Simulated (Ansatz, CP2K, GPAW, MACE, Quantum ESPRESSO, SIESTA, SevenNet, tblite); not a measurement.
**Other levels on Σ7 (111) twist boundary in CsBr (84 atoms)**

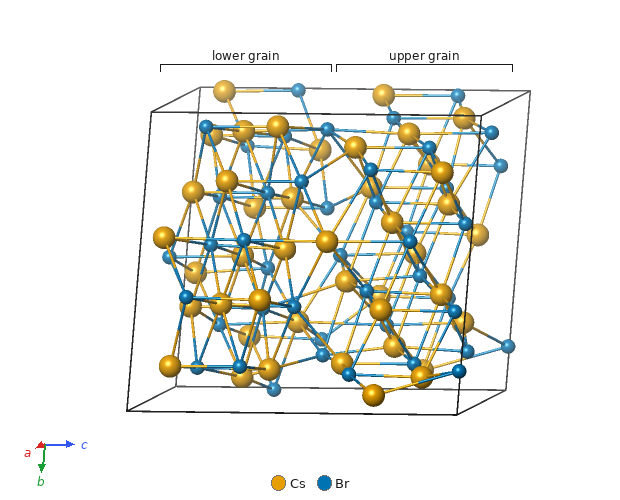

The cell (caesium orange, bromine blue). Some periodic images of atoms are drawn too.

The cell holds 84 atoms: 42 Cs and 42 Br. Its edges and angles: a = 16.052 Å, b = 16.052 Å, c = 16.126 Å, α = 90.0°, β = 90.0°, γ = 60.0°. It derives from CsBr (CsCl-type). CsCl-type CsBr (a = 4.29 Å); two grains turned against each other by 81.79 deg about [111]; 1 x 1 coincidence cells, 1 lattice periods a grain, two boundaries a cell, upper grain shifted by [0.246, 0] of the boundary cell and opened by 1.98 Å, no atom removed; minimised with a classical potential (one cell length free). Then every atom was moved at random, 0.03 Å r.m.s. a Cartesian component. Regions: lower grain, 42 atoms (21 Cs and 21 Br); upper grain, 42 atoms (21 Cs and 21 Br).

Geometry: as built.

The reference, a calculation:

- method: Kohn-Sham DFT, PBE, PAW, plane waves (Ansatz 0.2.0); cutoff 420 eV, Γ point, fermi-dirac smearing of 0.05 eV; PAW set soft_2
- r.m.s. force component: 0.1095 eV/Å
- longest force: 0.4964 eV/Å
- pressure: 0.9137 GPa
- gap (highest filled to lowest empty level): 3.583 eV
- SCF cycles: 6
- time: 24 s on 8 threads of Arm Neoverse V2, shared host
- CPU time: 3 min

Runs, in no order:
A. CP2K PBE, DZVP-MOLOPT-SR, 244/50 Ry, diagonalisation: Kohn-Sham DFT, PBE, GTH-PBE pseudopotentials, Gaussian and plane waves, DZVP-MOLOPT-SR-GTH, diagonalisation
B. QE PBE, sssp-1.3.0-efficiency, 20/160 Ry: Kohn-Sham DFT, PBE, SSSP efficiency 1.3.0 pseudopotentials, plane waves
C. tblite IPEA1-xTB: IPEA1-xTB tight binding, diagonalisation
D. CP2K revPBE, PBE potentials, DZVP-MOLOPT-SR, 350/50 Ry, diagonalisation: Kohn-Sham DFT, revPBE, GTH-PBE pseudopotentials, Gaussian and plane waves, DZVP-MOLOPT-SR-GTH, diagonalisation

Q: Order them from the smallest to the largest r.m.s. force difference.

B, A, D, C.

```
                                                                       run  Δ force, r.m.s. (meV/Å)  share of r.m.s. force (%)  CPU time
                               B. QE PBE, sssp-1.3.0-efficiency, 20/160 Ry                     1.72                       1.57    14 min
                   A. CP2K PBE, DZVP-MOLOPT-SR, 244/50 Ry, diagonalisation                     18.4                       16.8     9 min
D. CP2K revPBE, PBE potentials, DZVP-MOLOPT-SR, 350/50 Ry, diagonalisation                     28.1                       25.6    12 min
                                                       C. tblite IPEA1-xTB                      154                        141     4.6 s
```

Periodic xTB results under one method name differ between programs and library versions. The electronic-structure runs sample only Γ, in a cell whose shortest periodic width is 14 Å.

[Logs are printed without paths, hosts, clocks, repeated set-up lines and the standing remarks that a program may print on its own settings, such as how far it seeks lower states.]

[Hosts, paths, dates, database ids (printed as entryN), source tags and the programs' standing remarks are cut or masked in the printed files.]
